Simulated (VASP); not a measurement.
# A VASP study of EuAg4Sb2 (PBEsol + U): structure first, properties next

Aim: relax EuAg4Sb2 with PBEsol + U, compute its properties on that cell and hold them against experiment. The steps: full relaxation (PBEsol + U), second relaxation, density, ELF and potential (PBEsol + U), bands along the symmetry lines (PBEsol + U), total and projected DOS (PBEsol + U) and zone-centre phonons (PBEsol + U). The start is a cell from a database of measured crystal structures.

Method: PBEsol, DFT+U (Eu f 7 eV), spin-polarised from a ferromagnetic start (one magnetic atom a cell); plane waves and PAW (Eu, Ag, Sb), in the first sound run; inputs show where later runs differ, in VASP 6.6.1.

The experiments to compare with:

“Large magnetoresistance and first-order phase transition in antiferromagnetic single-crystalline EuAg4Sb2” (2024, arxiv:2406.18252) reports for EuAg4Sb2, trigonal CaCu4P2-type, by powder XRD, Rietveld refinement (crushed flux-grown single crystals, 300 K): lattice constant a (a, hexagonal setting) 4.7189 ± 0.0003 Å; lattice constant c (c, hexagonal setting) 24.661 ± 0.003 Å.

**1. Set-up**

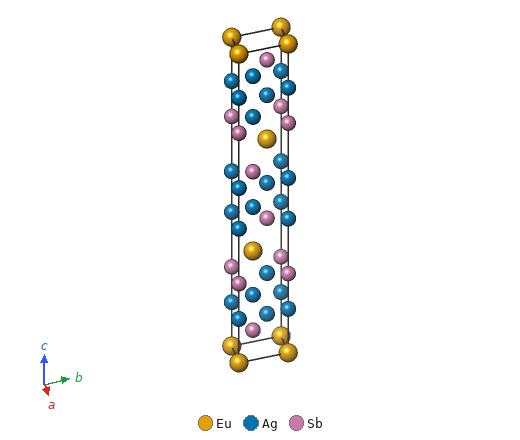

Start, viewed from a free direction; europium orange, silver blue, antimony pink. This picture shows the conventional cell, with its axes. Some periodic images of atoms are drawn too.

As a file:

```
Eu Ag Sb
1.0
     2.36195    1.36367    8.22967
    -2.36195    1.36367    8.22967
     0.00000   -2.72734    8.22967
Eu Ag Sb
1 4 2
Cartesian
  0.0000 0.0000 0.0000
  0.0000 0.0000 3.5049
  0.0000 0.0000 21.1841
  0.0000 0.0000 10.7177
  0.0000 0.0000 13.9713
  0.0000 0.0000 6.3288
  0.0000 0.0000 18.3602
```

**2. Full relaxation (PBEsol + U)**

Properties are meant for the cell that this level of theory prefers, so cell and atoms are relaxed first (ISIF = 3) until forces and stress are small; EDIFFG sets the threshold. PBEsol restores the gradient expansion of exchange and is tuned for the cells of solids. A Hubbard U penalises fractional filling of the localised shell, which semilocal functionals favour.

The input, INCAR:

```
SYSTEM = EuAg4Sb2
PREC = Accurate
ENCUT = 450
EDIFF = 1E-06
NELM = 150
ISMEAR = 1
SIGMA = 0.2
LREAL = .FALSE.
ALGO = Normal
GGA = PS
NBANDS = 47
ISPIN = 2
MAGMOM = 7 0 0 0 0 0 0
LDAU = .TRUE.
LDAUTYPE = 2
LDAUL = 3 -1 -1
LDAUU = 7 0 0
LDAUJ = 0 0 0
LDAUPRINT = 1
LASPH = .TRUE.
LMAXMIX = 6
AMIX = 0.2
BMIX = 1E-04
AMIX_MAG = 0.8
BMIX_MAG = 1E-04
LORBIT = 11
LWAVE = .FALSE.
LCHARG = .FALSE.
KPAR = 4
IBRION = 2
NSW = 60
ISIF = 3
EDIFFG = -0.01
```

The input, POSCAR:

```
EuAg4Sb2
1.0
    2.3619500000      1.3636724683      8.2296666667
   -2.3619500000      1.3636724683      8.2296666667
    0.0000000000     -2.7273449366      8.2296666667
Eu Ag Sb
1 4 2
Direct
    0.0000000000      0.0000000000      0.0000000000
    0.1419600000      0.1419600000      0.1419600000
    0.8580400000      0.8580400000      0.8580400000
    0.4341100000      0.4341100000      0.4341100000
    0.5658900000      0.5658900000      0.5658900000
    0.2563400000      0.2563400000      0.2563400000
    0.7436600000      0.7436600000      0.7436600000
```

The input, KPOINTS:

```
Automatic mesh
0
Gamma
6 6 6
0 0 0
```

Potentials, in the order of the species: Eu, Ag and Sb (PBE family, release 64).

Run with:

```bash
$ mpirun -np 4 vasp_std
```

The program printed:

```text
[banner, memory and clock lines left out]
running    4 mpi-ranks, on    1 nodes
 distrk:  each k-point on    1 cores,    4 groups
 distr:  one band on    1 cores,    1 groups

 POSCAR found type information on POSCAR EuAgSb
 POSCAR found :  3 types and       7 ions
|                                                                             |
|               ----> ADVICE to this user running VASP <----                  |
|                                                                             |
|     You enforced a specific xc type in the INCAR file but a different       |
|     [... a line on the potential file left out ...]
|     I HOPE YOU KNOW WHAT YOU ARE DOING!                                     |
|                                                                             |

 LDA part: xc-table for (Slater+PW92), standard interpolation
 POSCAR, INCAR and KPOINTS ok, starting setup
 FFT: planning ... GRIDC
 FFT: planning ... GRID_SOFT
 FFT: planning ... GRID
 WAVECAR not read
 entering main loop
       N       E                     dE             d eps       ncg     rms          rms(c)
DAV:   1     0.455473002004E+03    0.45547E+03   -0.27486E+04  9015   0.426E+03
DAV:   2     0.194023048967E+02   -0.43607E+03   -0.40137E+03  9627   0.630E+02
DAV:   3    -0.275658422121E+02   -0.46968E+02   -0.45905E+02  9246   0.121E+02
DAV:   4    -0.311711227280E+02   -0.36053E+01   -0.35881E+01 11480   0.242E+01
DAV:   5    -0.314018001906E+02   -0.23068E+00   -0.23046E+00 10281   0.724E+00    0.348E+01
DAV:   6    -0.354393399245E+02   -0.40375E+01   -0.75395E+00 10221   0.606E+01    0.192E+01
DAV:   7    -0.354790255612E+02   -0.39686E-01   -0.33268E+00  8903   0.196E+01    0.121E+01
DAV:   8    -0.354373744956E+02    0.41651E-01   -0.47421E-01 10932   0.128E+01    0.924E+00
DAV:   9    -0.354391503222E+02   -0.17758E-02   -0.10560E-01 10346   0.324E+00    0.703E+00
DAV:  10    -0.354320129666E+02    0.71374E-02   -0.32544E-02 10227   0.324E+00    0.381E+00
DAV:  11    -0.354338757560E+02   -0.18628E-02   -0.51845E-03 10557   0.102E+00    0.248E+00
DAV:  12    -0.354316379790E+02    0.22378E-02   -0.95703E-03  9449   0.220E+00    0.564E-01
DAV:  13    -0.354314946903E+02    0.14329E-03   -0.21016E-03 10112   0.557E-01    0.868E-01
DAV:  14    -0.354315401653E+02   -0.45475E-04   -0.36053E-04  9693   0.788E-02    0.548E-01
DAV:  15    -0.354315425088E+02   -0.23435E-05   -0.68569E-05 10751   0.131E-01    0.274E-01
DAV:  16    -0.354315407048E+02    0.18040E-05   -0.26174E-05  9520   0.686E-02    0.956E-02
DAV:  17    -0.354315395466E+02    0.11582E-05   -0.75427E-06  7524   0.162E-02    0.248E-02
DAV:  18    -0.354315388995E+02    0.64717E-06   -0.89701E-07  5215   0.201E-02
   1 F= -.35431539E+02 E0= -.35431558E+02  d E =-.354315E+02  mag=     7.0598
 curvature:   0.00 expect dE= 0.000E+00 dE for cont linesearch  0.000E+00
 trial: gam= 0.00000 g(F)=  0.554E-03 g(S)=  0.910E-01 ort = 0.000E+00 (trialstep = 0.100E+01)
 search vector abs. value=  0.915E-01
 bond charge predicted
       N       E                     dE             d eps       ncg     rms          rms(c)
DAV:   1    -0.378718935029E+02   -0.24404E+01   -0.27733E+01  8131   0.609E+01    0.988E+01
DAV:   2    -0.358942360857E+02    0.19777E+01   -0.16903E+01  9300   0.519E+01    0.578E+01
DAV:   3    -0.356644749404E+02    0.22976E+00   -0.87762E-01 10202   0.261E+01    0.255E+01
DAV:   4    -0.355259447664E+02    0.13853E+00   -0.45376E-01 10011   0.132E+01    0.790E+00
DAV:   5    -0.354888552451E+02    0.37090E-01   -0.92203E-02 10771   0.345E+00    0.665E+00
DAV:   6    -0.354700951258E+02    0.18760E-01   -0.21218E-02 10696   0.137E+00    0.708E+00
DAV:   7    -0.354588612295E+02    0.11234E-01   -0.15953E-02 10400   0.701E-01    0.675E+00
DAV:   8    -0.354574395426E+02    0.14217E-02   -0.68240E-03 11017   0.682E-01    0.477E+00
DAV:   9    -0.354572664887E+02    0.17305E-03   -0.64747E-03 10852   0.144E+00    0.209E+00
DAV:  10    -0.354570722076E+02    0.19428E-03   -0.23186E-03 10587   0.753E-01    0.878E-01
DAV:  11    -0.354570594096E+02    0.12798E-04   -0.66582E-04 10833   0.149E-01    0.251E-01
DAV:  12    -0.354570228167E+02    0.36593E-04   -0.13957E-04 10109   0.104E-01    0.117E-01
DAV:  13    -0.354570141789E+02    0.86377E-05   -0.76554E-05 10682   0.598E-02    0.807E-02
DAV:  14    -0.354570159090E+02   -0.17301E-05   -0.12161E-05  9324   0.445E-02    0.205E-02
DAV:  15    -0.354570141938E+02    0.17153E-05   -0.52677E-06  6125   0.544E-02    0.128E-02
DAV:  16    -0.354570141417E+02    0.52068E-07   -0.15770E-06  4613   0.258E-02
   2 F= -.35457014E+02 E0= -.35457200E+02  d E =-.254752E-01  mag=     7.0503
[... from here on, the cycles between the ionic steps are left out ...]
   3 F= -.35463903E+02 E0= -.35464051E+02  d E =-.323642E-01  mag=     7.0523
   4 F= -.35463888E+02 E0= -.35464035E+02  d E =-.323492E-01  mag=     7.0524
   5 F= -.35465749E+02 E0= -.35465908E+02  d E =-.186068E-02  mag=     7.0509
   6 F= -.35468592E+02 E0= -.35468784E+02  d E =-.470349E-02  mag=     7.0472
   7 F= -.35468922E+02 E0= -.35469129E+02  d E =-.503403E-02  mag=     7.0456
   8 F= -.35470447E+02 E0= -.35470693E+02  d E =-.152490E-02  mag=     7.0436
   9 F= -.35470802E+02 E0= -.35471073E+02  d E =-.187986E-02  mag=     7.0421
  10 F= -.35471111E+02 E0= -.35471358E+02  d E =-.309111E-03  mag=     7.0433
  11 F= -.35471111E+02 E0= -.35471358E+02  d E =-.308905E-03  mag=     7.0433
  12 F= -.35471309E+02 E0= -.35471537E+02  d E =-.197685E-03  mag=     7.0442
  13 F= -.35471654E+02 E0= -.35471824E+02  d E =-.542892E-03  mag=     7.0469
  14 F= -.35471688E+02 E0= -.35471830E+02  d E =-.576890E-03  mag=     7.0483
  15 F= -.35471815E+02 E0= -.35471951E+02  d E =-.127402E-03  mag=     7.0483
  16 F= -.35471811E+02 E0= -.35471945E+02  d E =-.123480E-03  mag=     7.0484
  17 F= -.35471816E+02 E0= -.35471951E+02  d E =-.128621E-03  mag=     7.0485
  18 F= -.35471820E+02 E0= -.35471955E+02  d E =-.132185E-03  mag=     7.0485
  19 F= -.35471818E+02 E0= -.35471954E+02  d E =-.130607E-03  mag=     7.0484
  20 F= -.35471818E+02 E0= -.35471953E+02  d E =-.129837E-03  mag=     7.0484
  21 F= -.35471802E+02 E0= -.35471934E+02  d E =0.153966E-04  mag=     7.0486
  22 F= -.35471826E+02 E0= -.35471961E+02  d E =-.889969E-05  mag=     7.0484
  23 F= -.35471826E+02 E0= -.35471961E+02  d E =-.866730E-05  mag=     7.0485
  24 F= -.35471822E+02 E0= -.35471957E+02  d E =-.435629E-05  mag=     7.0484
  25 F= -.35471820E+02 E0= -.35471955E+02  d E =-.209304E-05  mag=     7.0484
  26 F= -.35471818E+02 E0= -.35471954E+02  d E =-.268159E-06  mag=     7.0484
  27 F= -.35471817E+02 E0= -.35471953E+02  d E =0.747415E-06  mag=     7.0484
 curvature:  -0.08 expect dE=-0.333E-05 dE for cont linesearch -0.548E-09
 trial: gam= 0.29861 g(F)=  0.252E-04 g(S)=  0.156E-04 ort = 0.946E-06 (trialstep = 0.726E+00)
 search vector abs. value=  0.533E-04
 bond charge predicted
       N       E                     dE             d eps       ncg     rms          rms(c)
DAV:   1    -0.354718360378E+02   -0.19156E-04   -0.80060E-03  7090   0.691E-01    0.910E-02
DAV:   2    -0.354718523827E+02   -0.16345E-04   -0.25697E-04  9552   0.170E-01    0.553E-02
DAV:   3    -0.354718477711E+02    0.46117E-05   -0.57365E-06  7295   0.379E-02    0.311E-02
DAV:   4    -0.354718451028E+02    0.26682E-05   -0.12694E-06  4162   0.260E-02    0.183E-02
DAV:   5    -0.354718427326E+02    0.23702E-05   -0.31544E-06  6336   0.390E-02    0.688E-03
DAV:   6    -0.354718425537E+02    0.17889E-06   -0.13709E-06  4050   0.236E-02
  28 F= -.35471843E+02 E0= -.35471975E+02  d E =-.257025E-04  mag=     7.0485
 trial-energy change:   -0.000026  1 .order   -0.000026   -0.000030   -0.000022
 step:   2.8016(harm=  2.8016)  dis= 0.00236  next Energy=   -35.471874 (dE=-0.576E-04)
 reached required accuracy - stopping structural energy minimisation
```

Elapsed: 40 min, on 4 MPI ranks of Intel Xeon 6975P-C (Granite Rapids), shared host; peak memory 3.9 GiB.

Lines that name or quote the potential files are left out of all logs, and their timing lines are given in words.

[end of part 1 of 6]

[Lines on the potential files, build, host, timing and source positions are cut from VASP's logs without a mark.]

[Logs are printed without paths, hosts, clocks, repeated set-up lines and the standing remarks that a program may print on its own settings, such as how far it seeks lower states.]

[Hosts, paths, dates, database ids (printed as entryN), source tags and the programs' standing remarks are cut or masked in the printed files.]

[A measured line is paired with the nearest computed mode of its activity, which favours agreement.]
